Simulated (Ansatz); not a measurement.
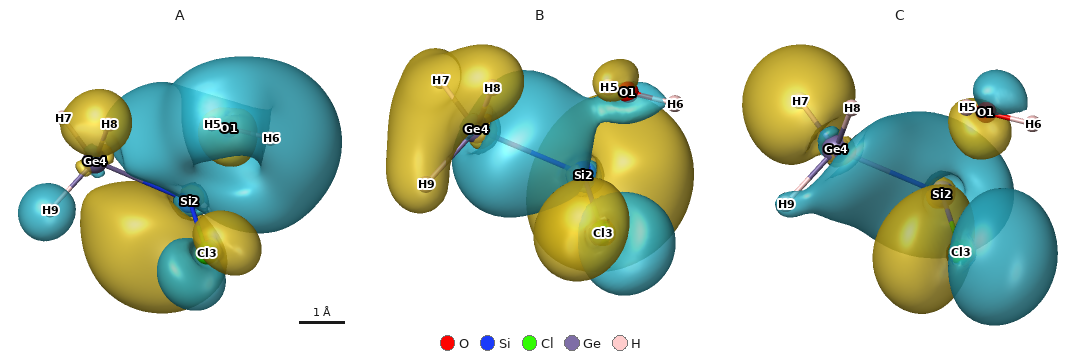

The picture shows: ClGeH5OSi. Three frontier orbitals at ±0.06 Å⁻³ᐟ² (yellow and cyan are the two phases), in no order.

Computed with RKS PBE0-D4/def2-mTZVP in Ansatz.

Input file:

```
crystal:
  periodic: [false, false, false]
  atoms:
    - { symbol: O, position_ang: [-1.8053, 0.1347, 0.9907] }
    - { symbol: Si, position_ang: [-0.6145, 0.81, -0.0218] }
    - { symbol: Cl, position_ang: [0.3503, 2.3579, 0.9725] }
    - { symbol: Ge, position_ang: [0.9712, -0.8534, -0.5409] }
    - { symbol: H, position_ang: [-1.3788, -0.1766, 1.7582] }
    - { symbol: H, position_ang: [-2.59788, 0.29845, 0.42052] }
    - { symbol: H, position_ang: [0.1891, -2.0022, -1.283] }
    - { symbol: H, position_ang: [1.5537, -1.4001, 0.7654] }
    - { symbol: H, position_ang: [2.0232, -0.2702, -1.3954] }
basis:
  gaussian: { orbitals: def2-mTZVP }
hamiltonian:
  xc: pbe0
  dispersion: d4
relax:
  f_tol: 0.02
  max_steps: 50
output:
  orbitals: {}
```

Run with:

```sh
ansatz run input.yaml --threads 2 --pin off --max-ram 3072MiB --backend cpu --events-out ev --progress --plain --runs-dir out
```

The fields are those of the run's last geometry, not of the input's.

> Which picture is the HOMO−1, the HOMO and the LUMO?

C is the HOMO−1 (−8.60 eV). By Hirshfeld shares it lies mainly on Cl3 (about 50 %), Si2 (about 25 %), Ge4 (about 15 %) and H7 (about 10 %). B is the HOMO (−6.08 eV). By Hirshfeld shares it lies mainly on Si2 (about 55 %), Ge4 (about 20 %) and Cl3 (about 15 %). A is the LUMO (−1.38 eV). It lies mainly on Si2 (about 55 %), O1 (about 10 %), H6 (about 10 %), Ge4 (about 10 %) and Cl3 (about 5 %).

> What is the HOMO–LUMO gap?

4.70 eV between the orbital energies.
